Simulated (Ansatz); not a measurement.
# CH6BClSi: rotation by 180° about the C1–B2 bond, part 2 of 2

Wanted: the energy profile along the rotation by 180° about the C1–B2 bond, from relaxed end points and a band of images. SMILES of the start: CB[SiH2]Cl.

Ansatz 0.2.0; RKS PBE-D4/6-31G*. The steps go on from the part before.

## (6) Nudged elastic band

crystal.atoms is end A as relaxed above, and neb.final_atoms is end B, turned to lie on A. With 7 inner images the band has 9 in all.

The input, input.yaml:

```yaml
crystal:
  periodic: [false, false, false]
  atoms:
    - { symbol: C, position_ang: [-1.40819, 0.726843, -0.047185] }
    - { symbol: B, position_ang: [-0.470657, -0.507526, -0.243591] }
    - { symbol: Si, position_ang: [1.490983, -0.392507, 0.237847] }
    - { symbol: Cl, position_ang: [2.650966, -1.979391, -0.49217] }
    - { symbol: H, position_ang: [-1.02234, 1.567248, 0.553222] }
    - { symbol: H, position_ang: [-1.568149, 1.116424, -1.079113] }
    - { symbol: H, position_ang: [-2.418043, 0.449475, 0.305558] }
    - { symbol: H, position_ang: [-0.930608, -1.523908, -0.707308] }
    - { symbol: H, position_ang: [1.637375, -0.386271, 1.737326] }
    - { symbol: H, position_ang: [2.121662, 0.878514, -0.261785] }
basis:
  gaussian: { orbitals: "6-31G*" }
hamiltonian:
  xc: pbe
  dispersion: d4
neb:
  order_check: false
  images: 7
  f_tol: 0.05
  max_iterations: 60
  initial_path: idpp
  final_atoms:
    - { symbol: C, position_ang: [-1.40939308, 0.72434365, -0.08898412] }
    - { symbol: B, position_ang: [-0.42589597, -0.4498662, -0.39329721] }
    - { symbol: Si, position_ang: [1.45421189, -0.43649928, 0.35419624] }
    - { symbol: Cl, position_ang: [2.74207196, -1.82575724, -0.54470574] }
    - { symbol: H, position_ang: [-1.40675094, 1.32257888, -1.02983914] }
    - { symbol: H, position_ang: [-2.45731271, 0.39781469, 0.03341768] }
    - { symbol: H, position_ang: [-1.13618786, 1.41667338, 0.72438247] }
    - { symbol: H, position_ang: [-0.79286476, -1.35335713, -1.10623594] }
    - { symbol: H, position_ang: [1.40726021, -0.75908183, 1.82480704] }
    - { symbol: H, position_ang: [2.10786024, 0.91205206, 0.2290597] }
```

The run is started by

```sh
$ ansatz run input.yaml --threads 1 --pin off --max-ram 2048MiB --backend cpu --events-out ev --progress --plain --runs-dir out
```

What it wrote, cut to the lines that bear on the results:

```text
Warning: RAYON_NUM_THREADS=1 ignored (pool sized by the plan → 1); use --threads N
[...]
Functional definition: PBE
[...]
1009 factors; their error is unknown
[...]
mean field -22198.80391879 eV, -815.7909971258 hartree, gradient 1.6e-5 eV, S^2 0.000000; 0 other end points of the search recorded, 0 dependent functions left out
[...]
reference -22198.80395052 eV, -815.7909982918 hartree; 24, 24 occupied and 56, 56 virtual orbitals, 1009 factors
1009 factors; their error is unknown
[...]
mean field -22198.80378874 eV, -815.7909923466 hartree, gradient 1.4e-5 eV, S^2 0.000000; 0 other end points of the search recorded, 0 dependent functions left out
[...]
reference -22198.80382050 eV, -815.7909935136 hartree; 24, 24 occupied and 56, 56 virtual orbitals, 1009 factors
NEB end point (image 0): max|allowed force component| = 1.258e-2 eV/Å (the criterion of neb.relax_end_points is 1.000e-2)
[...]
Atom 0 at    -1.316377     0.805680    -0.434083 Å, force    -0.009819     0.000521    -0.000942 eV/Å
Atom 1 at    -0.329241    -0.402665    -0.561880 Å, force     0.005204    -0.005063    -0.000531 eV/Å
Atom 2 at     1.301063    -0.515160     0.642217 Å, force    -0.000049     0.004347    -0.008909 eV/Å
Atom 3 at     2.686318    -1.954310     0.003410 Å, force     0.000030     0.002588     0.002101 eV/Å
Atom 4 at    -0.776024     1.764677    -0.565104 Å, force     0.003881     0.000522     0.002032 eV/Å
Atom 5 at    -2.174558     0.787817    -1.124707 Å, force     0.002201    -0.001526     0.003369 eV/Å
Atom 6 at    -1.707913     0.862953     0.603089 Å, force     0.002942     0.001969    -0.000817 eV/Å
Atom 7 at    -0.530637    -1.296986    -1.348023 Å, force    -0.001049     0.000056     0.000873 eV/Å
Atom 8 at     0.885925    -0.891016     2.040346 Å, force    -0.004314    -0.000797     0.001308 eV/Å
Atom 9 at     2.044442     0.787912     0.747536 Å, force     0.000973    -0.002617     0.001516 eV/Å
Dipole moment:    -0.496321     0.407800     0.027441 e Å
this run last wrote the band of iteration 6 to <dir>
```

Wall time 62 s (1 thread of Intel Xeon 6975P-C (Granite Rapids), shared host); peak memory 0.14 GiB.

## (7) What the band shows

The 7 inner images lie between the fixed ends 0 and 8. Energy is taken from image 0, and the path length is the program's own coordinate along the band.

```
image  path (Å)  energy (eV)  dihedral H5–C1–B2–Si3 (°)  band force (eV/Å)
    0     0.000       0.0000                        -13                  -
    1     0.434       0.0028                         -1              0.009
    2     0.869       0.0062                         12              0.015
    3     1.303       0.0111                         25              0.013
    4     1.738       0.0227                         40              0.009
   5*     2.172       0.0307                         56              0.010
    6     2.584       0.0214                         72              0.008
    7     2.996       0.0059                         88              0.011
    8     3.408       0.0000                        103                  -
```

The star marks the climbing image.

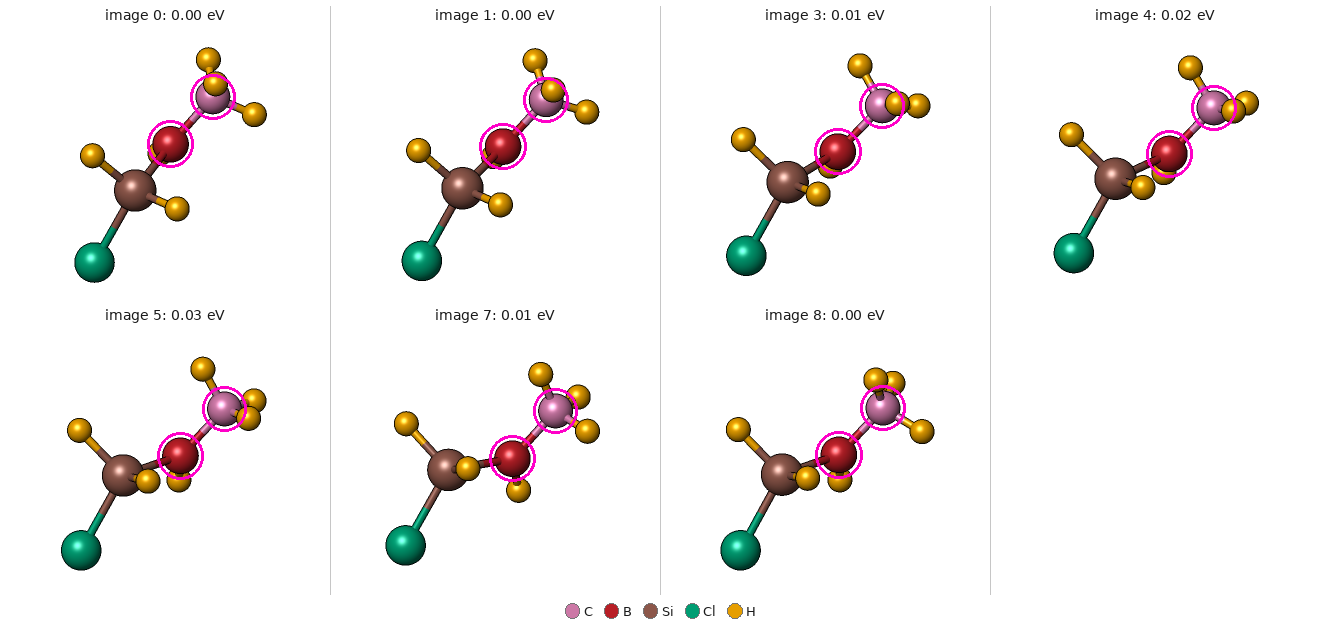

Snapshots along the band, viewed from a free direction. Ringed: C1, B2. Sticks join atoms closer than a bonding distance in each image.

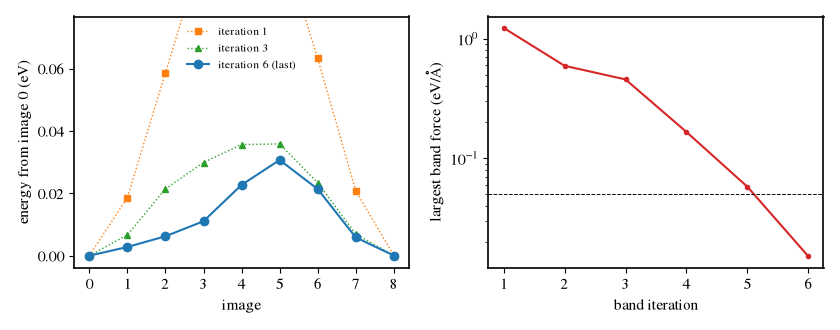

Left: energy of each image for early iterations and the last one (lines only join the points; early values far above the last band run off the scale). Right: the largest band force by iteration, with the threshold dashed.

The top of the band by iteration:

```
iteration  highest image above image 0 (eV)  largest band force (eV/Å)
        1                            0.1182                      1.229
        2                            0.0451                      0.592
        3                            0.0358                      0.456
        4                            0.0313                      0.166
        5                            0.0309                      0.058
        6                            0.0307                      0.015
```

The band as a trajectory file:

```xyz
10
image=0 dE=0.0000
C    -1.408    0.727   -0.047
B    -0.471   -0.508   -0.244
Si    1.491   -0.393    0.238
Cl    2.651   -1.979   -0.492
H    -1.022    1.567    0.553
H    -1.568    1.116   -1.079
H    -2.418    0.449    0.306
H    -0.931   -1.524   -0.707
H     1.637   -0.386    1.737
H     2.122    0.879   -0.262
10
image=1 dE=0.0028
C    -1.384    0.762   -0.143
B    -0.442   -0.475   -0.312
Si    1.479   -0.417    0.319
Cl    2.671   -1.981   -0.406
H    -0.965    1.659    0.341
H    -1.739    1.051   -1.155
H    -2.308    0.463    0.390
H    -0.893   -1.480   -0.806
H     1.498   -0.502    1.823
H     2.167    0.868   -0.049
10
image=2 dE=0.0062
C    -1.359    0.791   -0.245
B    -0.411   -0.445   -0.388
Si    1.451   -0.437    0.404
Cl    2.680   -1.981   -0.304
H    -0.914    1.730    0.122
H    -1.897    0.991   -1.192
H    -2.160    0.494    0.466
H    -0.837   -1.442   -0.920
H     1.348   -0.602    1.899
H     2.183    0.852    0.160
10
image=3 dE=0.0111
C    -1.335    0.809   -0.340
B    -0.383   -0.424   -0.460
Si    1.408   -0.456    0.488
Cl    2.682   -1.972   -0.201
H    -0.862    1.776   -0.104
H    -2.023    0.926   -1.195
H    -1.991    0.563    0.528
H    -0.762   -1.413   -1.041
H     1.187   -0.698    1.958
H     2.163    0.838    0.370
10
image=4 dE=0.0227
C    -1.322    0.811   -0.403
B    -0.357   -0.413   -0.520
Si    1.356   -0.480    0.566
Cl    2.686   -1.959   -0.098
H    -0.814    1.790   -0.336
H    -2.113    0.857   -1.170
H    -1.836    0.693    0.578
H    -0.658   -1.374   -1.186
H     1.029   -0.795    2.002
H     2.112    0.820    0.569
10
image=5 dE=0.0307
C    -1.316    0.806   -0.434
B    -0.329   -0.403   -0.562
Si    1.301   -0.515    0.642
Cl    2.686   -1.954    0.003
H    -0.776    1.765   -0.565
H    -2.175    0.788   -1.125
H    -1.708    0.863    0.603
H    -0.531   -1.297   -1.348
H     0.886   -0.891    2.040
H     2.044    0.788    0.748
10
image=6 dE=0.0214
C    -1.305    0.807   -0.451
B    -0.299   -0.383   -0.589
Si    1.248   -0.558    0.711
Cl    2.682   -1.960    0.098
H    -0.755    1.716   -0.784
H    -2.212    0.730   -1.072
H    -1.592    1.033    0.593
H    -0.408   -1.188   -1.483
H     0.752   -0.993    2.065
H     1.971    0.745    0.915
10
image=7 dE=0.0059
C    -1.275    0.825   -0.471
B    -0.259   -0.352   -0.613
Si    1.198   -0.603    0.771
Cl    2.680   -1.969    0.194
H    -0.764    1.664   -1.002
H    -2.232    0.677   -0.999
H    -1.462    1.197    0.551
H    -0.308   -1.076   -1.578
H     0.612   -1.106    2.063
H     1.893    0.693    1.089
10
image=8 dE=0.0000
C    -1.321    0.785   -0.398
B    -0.324   -0.411   -0.516
Si    1.306   -0.513    0.680
Cl    2.742   -1.906    0.051
H    -1.064    1.431   -1.271
H    -2.374    0.496   -0.563
H    -1.244    1.423    0.498
H    -0.522   -1.261   -1.351
H     0.879   -0.909    2.069
H     2.005    0.812    0.804
```

## (8) Frequencies at the highest image

The geometry is the highest inner image of the first converged band.

The input, input.yaml:

```yaml
crystal:
  periodic: [false, false, false]
  atoms:
    - { symbol: C, position_ang: [-1.316377, 0.80568, -0.434083] }
    - { symbol: B, position_ang: [-0.329241, -0.402665, -0.56188] }
    - { symbol: Si, position_ang: [1.301063, -0.51516, 0.642217] }
    - { symbol: Cl, position_ang: [2.686318, -1.95431, 0.00341] }
    - { symbol: H, position_ang: [-0.776024, 1.764677, -0.565104] }
    - { symbol: H, position_ang: [-2.174558, 0.787817, -1.124707] }
    - { symbol: H, position_ang: [-1.707913, 0.862953, 0.603089] }
    - { symbol: H, position_ang: [-0.530637, -1.296986, -1.348023] }
    - { symbol: H, position_ang: [0.885925, -0.891016, 2.040346] }
    - { symbol: H, position_ang: [2.044442, 0.787912, 0.747536] }
basis:
  gaussian: { orbitals: "6-31G*" }
hamiltonian:
  xc: pbe
  dispersion: d4
phonons: {}
```

The run is started by

```sh
$ ansatz run input.yaml --threads 1 --pin off --max-ram 2048MiB --backend cpu --events-out ev --progress --plain --runs-dir out
```

What it wrote, cut to the lines that bear on the results:

```text
Warning: RAYON_NUM_THREADS=1 ignored (pool sized by the plan → 1); use --threads N
[...]
[... 1 set-up line as earlier in the session ...]
[...]
1009 factors; their error is unknown
[...]
mean field -22198.77236088 eV, -815.7898373941 hartree, gradient 1.5e-5 eV, S^2 0.000000; 0 other end points of the search recorded, 0 dependent functions left out
[...]
reference -22198.77239249 eV, -815.7898385557 hartree; 24, 24 occupied and 56, 56 virtual orbitals, 1009 factors
[...]
1009 factors; their error is unknown
mean field -22198.77216045 eV, -815.7898300283 hartree, gradient 1.4e-6 eV, S^2 0.000000; 0 other end points of the search recorded, 0 dependent functions left out
[...]
reference -22198.77219205 eV, -815.7898311898 hartree; 24, 24 occupied and 56, 56 virtual orbitals, 1009 factors
[...]
1009 factors; their error is unknown
mean field -22198.77226808 eV, -815.7898339836 hartree, gradient 1.5e-6 eV, S^2 0.000000; 0 other end points of the search recorded, 0 dependent functions left out
[...]
WARN: phonons: modes at or below zero, which the zero-point energy, F, S and C_V leave out: 1, the lowest at -165.26 cm⁻¹. A minimum has none, and a first-order saddle one
[...]
Atom 1 at    -0.329241    -0.402665    -0.561880 Å, force     0.005235    -0.005082    -0.000457 eV/Å
Atom 2 at     1.301063    -0.515160     0.642217 Å, force    -0.000172     0.004322    -0.008886 eV/Å
Atom 3 at     2.686318    -1.954310     0.003410 Å, force     0.000011     0.002670     0.002038 eV/Å
Atom 4 at    -0.776024     1.764677    -0.565104 Å, force     0.003914     0.000576     0.001993 eV/Å
Atom 5 at    -2.174558     0.787817    -1.124707 Å, force     0.002209    -0.001508     0.003347 eV/Å
Atom 6 at    -1.707913     0.862953     0.603089 Å, force     0.002888     0.001997    -0.000874 eV/Å
Atom 7 at    -0.530637    -1.296986    -1.348023 Å, force    -0.001047     0.000016     0.000860 eV/Å
Atom 8 at     0.885925    -0.891016     2.040346 Å, force    -0.004291    -0.000765     0.001278 eV/Å
Atom 9 at     2.044442     0.787912     0.747536 Å, force     0.001029    -0.002654     0.001540 eV/Å
Dipole moment:    -0.496320     0.407800     0.027441 e Å
Vibrations: -165.26 14.34 116.14 240.31 314.60 509.28 533.45 587.74 683.79 775.53 853.66 892.27 911.34 954.69 1120.32 1303.38 1434.17 1437.86 2148.90 2163.17 2581.02 2952.44 3003.05 3070.90 cm⁻¹, zero-point energy 1.773119 eV
```

Run time: 48 s. Hardware: 1 thread of Intel Xeon 6975P-C (Granite Rapids), shared host; peak memory 0.13 GiB.

Of 24 modes, 1 is imaginary by more than 30 cm⁻¹ (165i cm⁻¹).

## (9) The band again, with other settings

crystal.atoms is end A as relaxed above, and neb.final_atoms is end B, turned to lie on A. With 1 inner images the band has 3 in all.

The input, input.yaml:

```yaml
crystal:
  periodic: [false, false, false]
  atoms:
    - { symbol: C, position_ang: [-1.40819, 0.726843, -0.047185] }
    - { symbol: B, position_ang: [-0.470657, -0.507526, -0.243591] }
    - { symbol: Si, position_ang: [1.490983, -0.392507, 0.237847] }
    - { symbol: Cl, position_ang: [2.650966, -1.979391, -0.49217] }
    - { symbol: H, position_ang: [-1.02234, 1.567248, 0.553222] }
    - { symbol: H, position_ang: [-1.568149, 1.116424, -1.079113] }
    - { symbol: H, position_ang: [-2.418043, 0.449475, 0.305558] }
    - { symbol: H, position_ang: [-0.930608, -1.523908, -0.707308] }
    - { symbol: H, position_ang: [1.637375, -0.386271, 1.737326] }
    - { symbol: H, position_ang: [2.121662, 0.878514, -0.261785] }
basis:
  gaussian: { orbitals: "6-31G*" }
hamiltonian:
  xc: pbe
  dispersion: d4
neb:
  order_check: false
  images: 1
  f_tol: 0.05
  max_iterations: 60
  initial_path: idpp
  climbing: true
  final_atoms:
    - { symbol: C, position_ang: [-1.40939308, 0.72434365, -0.08898412] }
    - { symbol: B, position_ang: [-0.42589597, -0.4498662, -0.39329721] }
    - { symbol: Si, position_ang: [1.45421189, -0.43649928, 0.35419624] }
    - { symbol: Cl, position_ang: [2.74207196, -1.82575724, -0.54470574] }
    - { symbol: H, position_ang: [-1.40675094, 1.32257888, -1.02983914] }
    - { symbol: H, position_ang: [-2.45731271, 0.39781469, 0.03341768] }
    - { symbol: H, position_ang: [-1.13618786, 1.41667338, 0.72438247] }
    - { symbol: H, position_ang: [-0.79286476, -1.35335713, -1.10623594] }
    - { symbol: H, position_ang: [1.40726021, -0.75908183, 1.82480704] }
    - { symbol: H, position_ang: [2.10786024, 0.91205206, 0.2290597] }
```

The run is started by

```sh
$ ansatz run input.yaml --threads 1 --pin off --max-ram 2048MiB --backend cpu --events-out ev --progress --plain --runs-dir out
```

What it wrote, cut to the lines that bear on the results:

```text
Warning: RAYON_NUM_THREADS=1 ignored (pool sized by the plan → 1); use --threads N
[...]
[... 1 set-up line as earlier in the session ...]
[...]
1009 factors; their error is unknown
[...]
mean field -22198.80391879 eV, -815.7909971258 hartree, gradient 1.6e-5 eV, S^2 0.000000; 0 other end points of the search recorded, 0 dependent functions left out
[...]
reference -22198.80395052 eV, -815.7909982918 hartree; 24, 24 occupied and 56, 56 virtual orbitals, 1009 factors
1009 factors; their error is unknown
[...]
mean field -22198.80378874 eV, -815.7909923466 hartree, gradient 1.4e-5 eV, S^2 0.000000; 0 other end points of the search recorded, 0 dependent functions left out
[...]
reference -22198.80382050 eV, -815.7909935136 hartree; 24, 24 occupied and 56, 56 virtual orbitals, 1009 factors
NEB end point (image 0): max|allowed force component| = 1.258e-2 eV/Å (the criterion of neb.relax_end_points is 1.000e-2)
[...]
Atom 0 at    -1.341776     0.794474    -0.388449 Å, force     0.031606    -0.041446     0.033925 eV/Å
Atom 1 at    -0.360468    -0.418270    -0.520230 Å, force    -0.021088    -0.011577    -0.035777 eV/Å
Atom 2 at     1.350831    -0.482214     0.570498 Å, force    -0.025947     0.023145    -0.033921 eV/Å
Atom 3 at     2.696471    -1.932927    -0.123467 Å, force    -0.000964    -0.001356     0.014004 eV/Å
Atom 4 at    -0.818186     1.758682    -0.536087 Å, force    -0.018373     0.017726     0.018691 eV/Å
Atom 5 at    -2.228261     0.758159    -1.042377 Å, force     0.022661     0.009248     0.015305 eV/Å
Atom 6 at    -1.693304     0.834419     0.666042 Å, force    -0.015591     0.033702    -0.034779 eV/Å
Atom 7 at    -0.632937    -1.361925    -1.223697 Å, force     0.018223    -0.009581     0.014237 eV/Å
Atom 8 at     1.011684    -0.823385     1.997932 Å, force     0.017329    -0.013826     0.009022 eV/Å
Atom 9 at     2.098945     0.821888     0.602636 Å, force    -0.007856    -0.006036    -0.000707 eV/Å
Dipole moment:    -0.492337     0.401216     0.051420 e Å
this run last wrote the band of iteration 5 to <dir>
```

Wall time 10 s (1 thread of Intel Xeon 6975P-C (Granite Rapids), shared host); peak memory 0.13 GiB.

## (10) Images and barrier

The 1 inner images lie between the fixed ends 0 and 2. Energy is taken from image 0, and the path length is the program's own coordinate along the band.

```
image  path (Å)  energy (eV)  dihedral H5–C1–B2–Si3 (°)  band force (eV/Å)
    0     0.000       0.0000                        -13                  -
   1*     1.987       0.0310                         53              0.047
    2     3.261       0.0000                        103                  -
```

The star marks the climbing image.

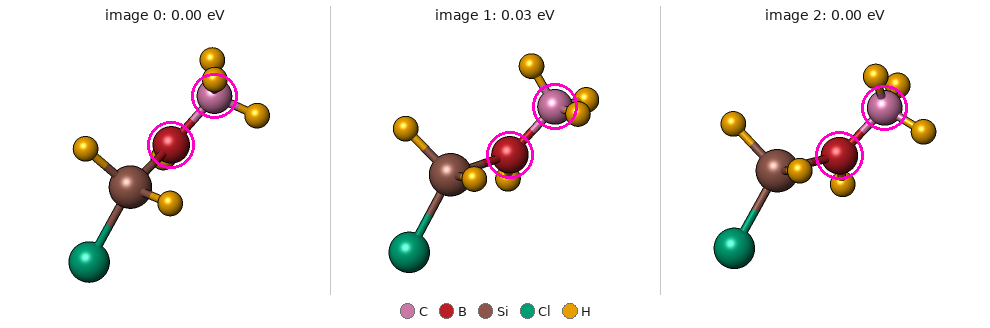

Snapshots along the band, viewed from a free direction. Ringed: C1, B2. Sticks join atoms closer than a bonding distance in each image.

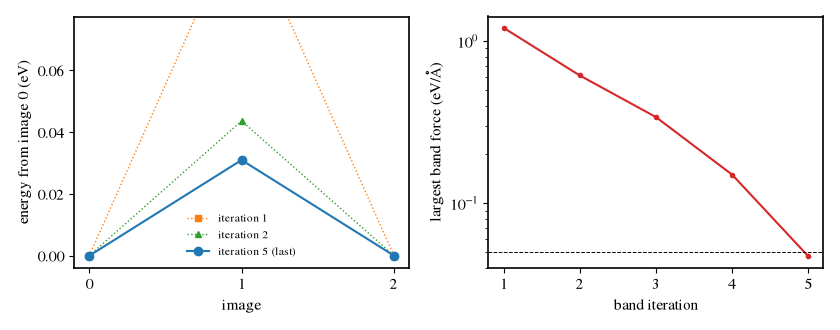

Left: energy of each image for early iterations and the last one (lines only join the points; early values far above the last band run off the scale). Right: the largest band force by iteration, with the threshold dashed.

## (11) What came out

What follows sums up all 2 parts.

| quantity | value |
| --- | --- |
| end A | 22 moves, 0.324 eV lower |
| end B | 20 moves, 0.328 eV lower |
| first band: barrier forwards | 0.031 eV |
| first band: barrier backwards | 0.031 eV |
| first band: second end relative to first | 0.000 eV |
| first band: highest image | 5 of 0 to 8, climbing |
| first band: band iterations | 6 |
| imaginary modes at the top | 165i cm⁻¹ |
| second band | top 0.031 eV above image 0, 5 iterations, 1 inner image |
| time, first and second band | 62 s and 10 s |

**Reading.** In the first band: the top lies 0.031 eV above the first end, or 1.2 kT at room temperature. The two ends lie within 1 meV of each other. The listed dihedral goes from -13° at end A through 56° at the highest image to 103° at end B; the relaxed ends differ by 116° in it rather than the 180° set up, and other torsions can move along the band as well. One imaginary mode, as a first-order saddle point has. The second band's top agrees with the first's to 1 meV, so the changed settings hardly move the height. Zero-point energy and entropy are left out.
